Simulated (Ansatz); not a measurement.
Base system: BAs in the zinc blende structure (space group F-43m, No. 216; a = 4.768 Å).

Now apply this change: the cell is scaled by 0.9950 in all directions, atoms relaxed at fixed cell.

Computed with plane-wave PAW DFT at the PBEsol level (Ansatz, an electronic-structure program, 420 eV), no SOC.

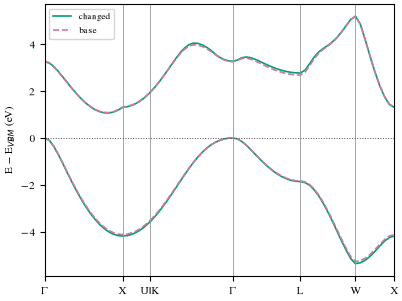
Fig. 1. Highest valence and lowest conduction band along the path, each from its own valence-band maximum

The gap is 1.07 eV, indirect, Γ → Γ–X (82 % along); the base has 1.08 eV.

The cells carry an imposed strain or load. Whether these cells are dynamically stable was not tested.
